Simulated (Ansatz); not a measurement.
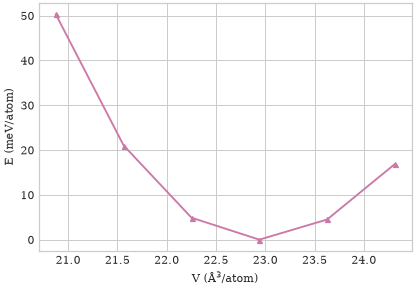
Fig. 1. Ge in space group P6_3/mmc (No. 194; Ge on 4f) under volume change, the program Ansatz at the HSE06 level (PAW), shape and atoms relaxed at each volume.

Task: What does a third-order Birch–Murnaghan fit give for V₀, B₀ and B′?

Result: V₀ = 22.94 Å³/atom, B₀ = 72.8 GPa, B′ = 4.6.

The cell is a constructed one: a structure type filled with these elements; the Crystallography Open Database copy checked does not list it. It is not the phase usual at ambient conditions (space group No. 227). The cell was relaxed with HSE06 under the symmetry of its start; its stability against distortions is not shown here.

Potentials: the later of the program's two PAW sets.
